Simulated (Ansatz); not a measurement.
## Electronic structure of F···CH3F (charge −1) in real space

The calculation's input:

```
crystal:
  periodic: [false, false, false]
  atoms:
    - {symbol: F, position_ang: [-0.929926, -1.759594, 0.949123]}
    - {symbol: C, position_ang: [0.155157, 0.293606, -0.158358]}
    - {symbol: F, position_ang: [0.756473, 1.431390, -0.772132]}
    - {symbol: H, position_ang: [-0.069168, 0.528088, 0.877543]}
    - {symbol: H, position_ang: [0.847054, -0.541419, -0.207417]}
    - {symbol: H, position_ang: [-0.759590, 0.048029, -0.688760]}
basis:
  gaussian: {orbitals: "def2-TZVPPD.json"}
total_charge: -1
hamiltonian: {xc: pbe0, dispersion: d4}
output: {orbitals: {seedname: orbitals}}
```

Run with:

```sh
ansatz run in.yaml --threads 2 --pin off --events-out ev --progress --plain --max-ram 4352MiB
```

The product side of a reaction path; geometry: PBE0-D4/def2-TZVP.

These are results of RKS PBE0-D4/def2-TZVPPD in Ansatz, not measurements.

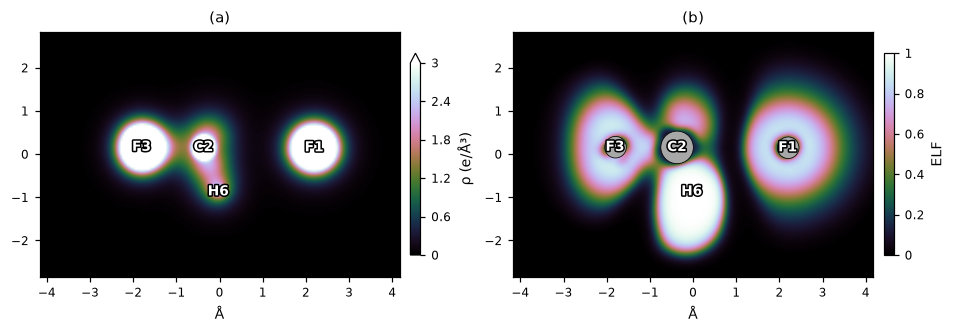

Figure 1. (a) electron density; (b) ELF on the plane of atoms F3, C2 and H6. Grey discs cover the atomic cores in the ELF map.

### What do the fields say about this system?

The plane passes through F, C and H nuclei. C2···F1 (2.57 Å): the density falls to about 0.12 e/Å³ on the way; the ELF dips to about 0.05 between them. C–F (1.43 Å): the density is about 1.8 e/Å³ at the midpoint, with its minimum of 1.4 e/Å³ about 0.5 Å from C; the ELF peaks at about 0.85 between the atoms: a shared but strongly polarised pair. C–H (1.09 Å): the density is about 2.1 e/Å³ at the midpoint; the ELF climbs to about 1 towards the hydrogen, as it does in any bond to H; an ordinary covalent bond to hydrogen. The ELF also peaks beside F3, away from the bonds: lone-pair regions.

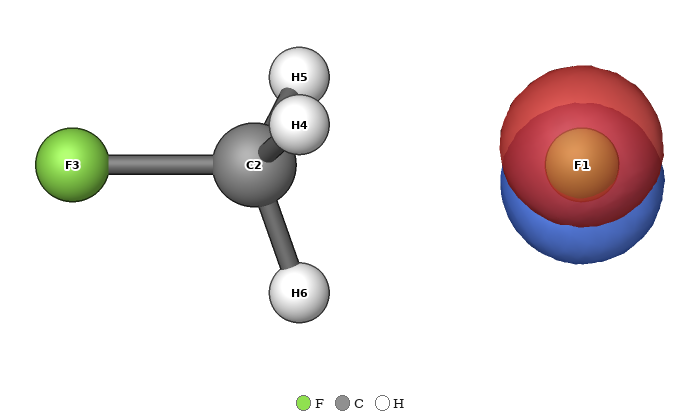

Figure 2. The HOMO at ±0.3 Å⁻³ᐟ² (blue and red are the two phases), seen from one side.

### What is the character of this orbital?

It lies mainly on F1 (about 95 %); largely a lone pair of F1. It is one of a degenerate set, so its orientation is arbitrary. Its energy is −0.98 eV.
